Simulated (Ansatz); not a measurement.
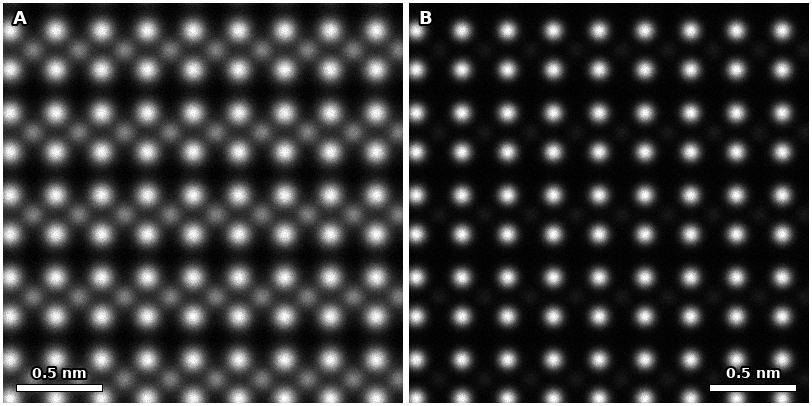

Two simulated images of the same area of SnO (P4/nmm, No. 129) along [110], with a probe of 0.83 Å. One is incoherent Z contrast (Z^1.8 per atom), the other the projected potential of neutral atoms blurred by the probe (iDPC-like, thin sample). Brightness is counted from the darkest point of the image. Shot noise was added. Model: a calculation's starting geometry.

Which panel is which, and how can one tell?

B is the Z-contrast image and A the potential image. The columns of 2 O per repeat reach about 8 % of the brightest peak (1 Sn) in B but about 50 % in A, mainly since the potential grows much more slowly with atomic number.
